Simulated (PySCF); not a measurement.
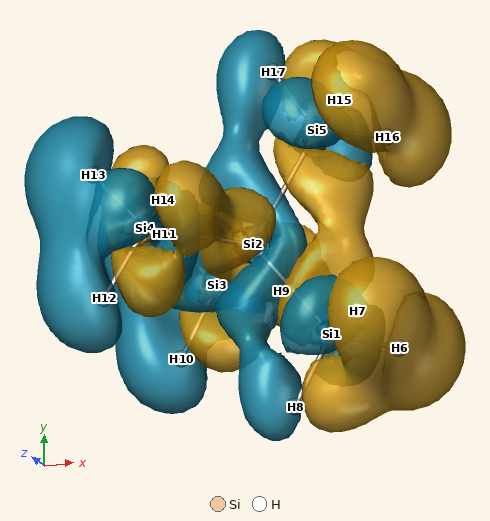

*H$_{12}$Si$_{5}$, SMILES `[SiH3][Si]([SiH3])([SiH3])[SiH3]`. Change of the electron density in a uniform field of 0.21 V/Å, surfaces at ±0.001 e/Å³ (yellow: gain, teal: loss).*

PySCF calculation, PBE/def2-TZVP, gas phase; geometry: GFN2-xTB. No frequency check shows the geometry to be a minimum. A basis without diffuse functions makes polarisabilities too small.

Coordinates in Å:

```
Si1      1.5214   -1.7802    0.1365
Si2      0.0016   -0.0008    0.0005
Si3     -1.3050   -0.2273   -1.9324
Si4     -1.4000   -0.0142    1.8793
Si5      1.1827    2.0221   -0.0837
H6       2.4064   -1.8496   -1.0286
H7       2.3923   -1.6814    1.3098
H8       0.8562   -3.0817    0.2274
H9      -0.5151   -0.1305   -3.1619
H10     -2.0001   -1.5153   -1.9892
H11     -2.3414    0.8032   -2.0281
H12     -2.1358   -1.2732    2.0180
H13     -2.4074    1.0479    1.8290
H14     -0.6651    0.1742    3.1319
H15      1.9863    2.2505    1.1194
H16      2.1123    2.0792   -1.2140
H17      0.3003    3.1834   -0.2167
```

The field was applied in both directions; the picture shows the one opposite to the script's first.

Question: Along which Cartesian direction does the field point?

Answer: Along −x: electrons gather on the +x side, against the field.

Question: How large is the response?

Answer: The induced dipole is 1.58 D (along the field); α along this axis, from the fields in both directions, is 155 bohr³ (23.0 Å³).

Cost of the run: 4.6 min on 1 thread of Arm Neoverse N1, with other jobs on the host, peak memory 0.89 GiB.
